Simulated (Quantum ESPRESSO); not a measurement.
## PbF2 (Fluorocronite): phonon frequency against volume, with a fit

By how much does an optical zone-centre mode of PbF2 (Fluorocronite) shift under hydrostatic pressure?

Program: Quantum ESPRESSO 7.5. Level of theory: DFT LDA, scalar-relativistic, plane waves, GBRV ultrasoft pseudopotentials. Results are calculated unless marked as measured.

The database entry behind the starting cell differs from later determinations by our own check (0.1 to 0.3 % short, probably kX units), so it need not match the best structure at ambient conditions.

### 1. Set-up

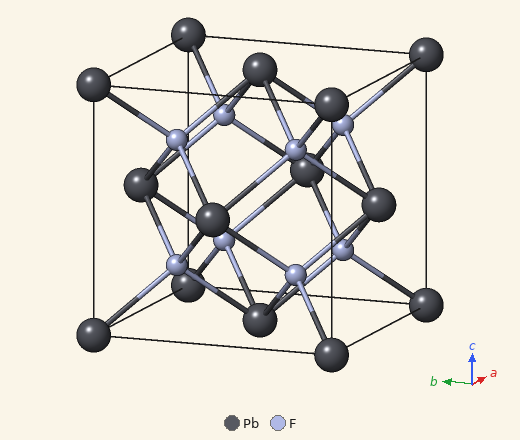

Start, viewed from a free direction; lead dark grey, fluorine light blue. This picture shows the conventional cell, with its axes. Some periodic images of atoms are drawn too.

Structure file:

```
Pb F
1.0
    -2.90259    0.00000    2.90259
     0.00000    2.90259    2.90259
    -2.90259    2.90259    0.00000
Pb F
1 2
Cartesian
  0.0000 0.0000 0.0000
  -4.3539 4.3539 4.3539
  -1.4513 1.4513 1.4513
```

This is the cell after its relaxation at this level of theory, not the database cell from which that began.

### 2. Runs at several volumes

The relaxed cell is scaled uniformly; in this structure symmetry fixes all atoms, so nothing has to be relaxed anew. Each volume gets a ground state and a response at Γ. The mode followed is the highest one without the macroscopic field, of symmetry T2g; longitudinal polar modes lie higher. Cutoff 55 Ry, k mesh 8×8×8.

From the response at V/V₀ = 0.94:

What it wrote:

```text
[banners, grids, parts of the stress and lines that vanish by symmetry left out]
Program PHONON v.7.5
     Reading xml data from directory:

[...]
Exchange-correlation= PZ
                           (   1   1   0   0   0   0   0)
[...]
kinetic-energy cut-off    =      55.0000  Ry
     charge density cut-off    =     440.0000  Ry
     convergence threshold     =      1.0E-18
[...]
Exchange-correlation= PZ
                           (   1   1   0   0   0   0   0)
[...]
q = (   0.0000000   0.0000000   0.0000000 )
     49 Sym.Ops. (with q -> -q+G )
     G cutoff = 1287.0892  (  48359 G-vectors)     FFT grid: ( 54, 54, 54)
     G cutoff =  643.5446  (  16961 G-vectors)  smooth grid: ( 36, 36, 36)
     number of k points=    29
[...]
Mode symmetry, O_h (m-3m)  point group:
[...]
Dielectric constant
[...]
End of electric fields calculation
          Dielectric constant in cartesian axis
          (       3.529537123      -0.000000000      -0.000000000 )
          (      -0.000000000       3.529537123       0.000000000 )
          (      -0.000000000       0.000000000       3.529537123 )
          Effective charges (d Force / dE) in cartesian axis without acoustic sum rule applied (asr)
           atom    1  Pb    Mean Z*:        3.30330
      Ex  (        3.30330       -0.00000       -0.00000 )
      Ey  (       -0.00000        3.30330        0.00000 )
      Ez  (       -0.00000        0.00000        3.30330 )
           atom    2  F     Mean Z*:       -1.65087
      Ex  (       -1.65087       -0.00000       -0.00000 )
      Ey  (       -0.00000       -1.65087        0.00000 )
      Ez  (        0.00000        0.00000       -1.65087 )
           atom    3  F     Mean Z*:       -1.65087
      Ex  (       -1.65087       -0.00000       -0.00000 )
      Ey  (       -0.00000       -1.65087        0.00000 )
      Ez  (       -0.00000        0.00000       -1.65087 )
          Effective charges Sum: Mean:        0.00156
[...]
Effective charges (d Force / dE) in cartesian axis with asr applied:
           atom    1  Pb    Mean Z*:        3.30278
[...]
atom    2  F     Mean Z*:       -1.65139
[...]
atom    3  F     Mean Z*:       -1.65139
[...]
Representation #   1 modes #   1   2   3
[...]
End of self-consistent calculation
     Convergence has been achieved
     Representation #   2 modes #   4   5   6
[...]
End of self-consistent calculation
     Convergence has been achieved
     Representation #   3 modes #   7   8   9
[...]
End of self-consistent calculation
     Convergence has been achieved
[...]
Dielectric constant in cartesian axis
          (       3.529537123      -0.000000000      -0.000000000 )
          (      -0.000000000       3.529537123       0.000000000 )
          (      -0.000000000       0.000000000       3.529537123 )
          Effective charges (d Force / dE) in cartesian axis without acoustic sum rule applied (asr)
           atom    1  Pb    Mean Z*:        3.30330
      Ex  (        3.30330       -0.00000       -0.00000 )
      Ey  (       -0.00000        3.30330        0.00000 )
      Ez  (       -0.00000        0.00000        3.30330 )
           atom    2  F     Mean Z*:       -1.65087
      Ex  (       -1.65087       -0.00000       -0.00000 )
      Ey  (       -0.00000       -1.65087        0.00000 )
      Ez  (        0.00000        0.00000       -1.65087 )
           atom    3  F     Mean Z*:       -1.65087
      Ex  (       -1.65087       -0.00000       -0.00000 )
      Ey  (       -0.00000       -1.65087        0.00000 )
      Ez  (       -0.00000        0.00000       -1.65087 )
          Effective charges Sum: Mean:        0.00156
[...]
Effective charges (d Force / dE) in cartesian axis with asr applied:
           atom    1  Pb    Mean Z*:        3.30278
[...]
atom    2  F     Mean Z*:       -1.65139
[...]
atom    3  F     Mean Z*:       -1.65139
[...]
q = (    0.000000000   0.000000000   0.000000000 )
[...]
freq (    1) =      -0.174775 [THz] =      -5.829879 [cm-1]
     freq (    2) =      -0.174775 [THz] =      -5.829879 [cm-1]
     freq (    3) =      -0.174775 [THz] =      -5.829879 [cm-1]
     freq (    4) =       4.833274 [THz] =     161.220655 [cm-1]
     freq (    5) =       4.833274 [THz] =     161.220655 [cm-1]
     freq (    6) =       4.833274 [THz] =     161.220655 [cm-1]
     freq (    7) =       8.709866 [THz] =     290.529863 [cm-1]
     freq (    8) =       8.709866 [THz] =     290.529863 [cm-1]
     freq (    9) =       8.709866 [THz] =     290.529863 [cm-1]
[...]
Mode symmetry, O_h (m-3m)  point group:
     freq (   1-   3) =         -5.8  [cm-1]   --> T_1u G_15  G_4- I
     freq (   4-   6) =        161.2  [cm-1]   --> T_1u G_15  G_4- I
     freq (   7-   9) =        290.5  [cm-1]   --> T_2g G_25' G_5+ R

   JOB DONE.
```

One volume, V/V₀ = 1.03, is held back as a test.

| V/V₀ | volume (Å³/atom) | pressure (GPa) | ω (cm⁻¹) |
| --- | --- | --- | --- |
| 0.94 | 15.325 | 6.38 | 290.53 |
| 0.97 | 15.814 | 2.94 | 275.13 |
| 1 | 16.303 | 0.04 | 260.59 |
| 1.03 | 16.792 | -2.39 | held back |
| 1.06 | 17.281 | -4.44 | 234.08 |

### 3. The fit

The mode Grüneisen parameter is γ = −d ln ω / d ln V.

| ln(V/V₀) | ln ω |
| --- | --- |
| -0.0619 | 5.6717 |
| -0.0305 | 5.6172 |
| 0.0000 | 5.5629 |
| 0.0583 | 5.4557 |

A straight line through these points has the slope -1.801, so γ = 1.80; at V/V₀ = 1.03 it predicts ω = exp(5.5616 − 0.0532) = 246.73 cm⁻¹.

A parabola of pressure against ln V through V/V₀ = 0.97, 1 and 1.03 gives the bulk modulus B = −dP/d ln V = 89 GPa at V₀. With ω₀ from the fitted line the pressure coefficient follows as dω/dP = γ ω₀ / B = 1.80 × 260.2 / 89 = 5.29 cm⁻¹/GPa.

### 4. The run that was held back

What it wrote:

```text
[banners, grids, parts of the stress and lines that vanish by symmetry left out]
[banner, memory and clock lines left out]
Program PHONON v.7.5

[...]
Exchange-correlation= PZ
                           (   1   1   0   0   0   0   0)
[...]
kinetic-energy cut-off    =      55.0000  Ry
     charge density cut-off    =     440.0000  Ry
     convergence threshold     =      1.0E-18
[...]
Exchange-correlation= PZ
                           (   1   1   0   0   0   0   0)
[...]
q = (   0.0000000   0.0000000   0.0000000 )
     49 Sym.Ops. (with q -> -q+G )
     G cutoff = 1367.9857  (  52873 G-vectors)     FFT grid: ( 54, 54, 54)
     G cutoff =  683.9929  (  18763 G-vectors)  smooth grid: ( 40, 40, 40)
     number of k points=    29
[...]
Mode symmetry, O_h (m-3m)  point group:
[...]
Dielectric constant
[...]
End of electric fields calculation
          Dielectric constant in cartesian axis
          (       3.427052206       0.000000000      -0.000000000 )
          (       0.000000000       3.427052206      -0.000000000 )
          (      -0.000000000       0.000000000       3.427052206 )
          Effective charges (d Force / dE) in cartesian axis without acoustic sum rule applied (asr)
           atom    1  Pb    Mean Z*:        3.21741
      Ex  (        3.21741        0.00000       -0.00000 )
      Ey  (       -0.00000        3.21741        0.00000 )
      Ez  (       -0.00000        0.00000        3.21741 )
           atom    2  F     Mean Z*:       -1.60790
      Ex  (       -1.60790        0.00000        0.00000 )
[...]
(      -0.000000000       0.000000000       3.427052206 )
          Effective charges (d Force / dE) in cartesian axis without acoustic sum rule applied (asr)
           atom    1  Pb    Mean Z*:        3.21741
      Ex  (        3.21741        0.00000       -0.00000 )
      Ey  (       -0.00000        3.21741        0.00000 )
      Ez  (       -0.00000        0.00000        3.21741 )
           atom    2  F     Mean Z*:       -1.60790
      Ex  (       -1.60790        0.00000        0.00000 )
      Ey  (        0.00000       -1.60790       -0.00000 )
      Ez  (        0.00000        0.00000       -1.60790 )
           atom    3  F     Mean Z*:       -1.60790
      Ex  (       -1.60790        0.00000       -0.00000 )
      Ey  (        0.00000       -1.60790       -0.00000 )
      Ez  (       -0.00000        0.00000       -1.60790 )
          Effective charges Sum: Mean:        0.00161
[...]
Effective charges (d Force / dE) in cartesian axis with asr applied:
           atom    1  Pb    Mean Z*:        3.21687
[...]
atom    2  F     Mean Z*:       -1.60843
[...]
atom    3  F     Mean Z*:       -1.60843
[...]
q = (    0.000000000   0.000000000   0.000000000 )
[...]
freq (    1) =      -0.223110 [THz] =      -7.442146 [cm-1]
     freq (    2) =      -0.223110 [THz] =      -7.442146 [cm-1]
     freq (    3) =      -0.223110 [THz] =      -7.442146 [cm-1]
     freq (    4) =       3.193424 [THz] =     106.521157 [cm-1]
     freq (    5) =       3.193424 [THz] =     106.521157 [cm-1]
     freq (    6) =       3.193424 [THz] =     106.521157 [cm-1]
     freq (    7) =       7.404963 [THz] =     247.002966 [cm-1]
     freq (    8) =       7.404963 [THz] =     247.002966 [cm-1]
     freq (    9) =       7.404963 [THz] =     247.002966 [cm-1]
[...]
Mode symmetry, O_h (m-3m)  point group:
     freq (   1-   3) =         -7.4  [cm-1]   --> T_1u G_15  G_4- I
     freq (   4-   6) =        106.5  [cm-1]   --> T_1u G_15  G_4- I
     freq (   7-   9) =        247.0  [cm-1]   --> T_2g G_25' G_5+ R
```

It gives 247.00 cm⁻¹ against the predicted 246.73 cm⁻¹, a miss of 0.3 cm⁻¹.

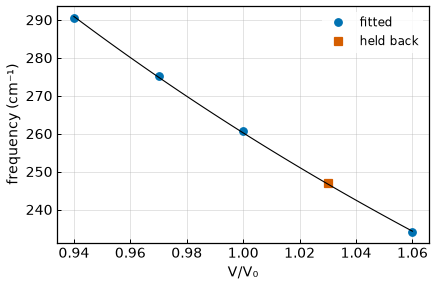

Frequency against volume, with the power-law fit.

### 5. Results

- mode Grüneisen parameter: 1.801
- bulk modulus: 88.6 GPa
- pressure coefficient: 5.29 cm⁻¹/GPa

In words: The highest optical mode of PbF2 (Fluorocronite) without the LO-TO term stiffens by 5.29 cm⁻¹ a GPa near the relaxed volume, with γ = 1.80. The power law meets all 5 runs within 0.14 %; between neighbouring volumes γ runs from 1.73 to 1.87. Such a coefficient turns a measured shift of this mode into a hydrostatic stress; uniaxial or biaxial stress splits the mode and needs deformation potentials. These are harmonic values at zero temperature for the structure held cubic, which a run at Γ can't show to be stable; the bulk modulus rests on three points.

[Host names and launcher messages were left out of these logs when they were recorded.]

[Logs are printed without paths, hosts, clocks, repeated set-up lines and the standing remarks that a program may print on its own settings, such as how far it seeks lower states.]

[Hosts, paths, dates, database ids (printed as entryN), source tags and the programs' standing remarks are cut or masked in the printed files.]
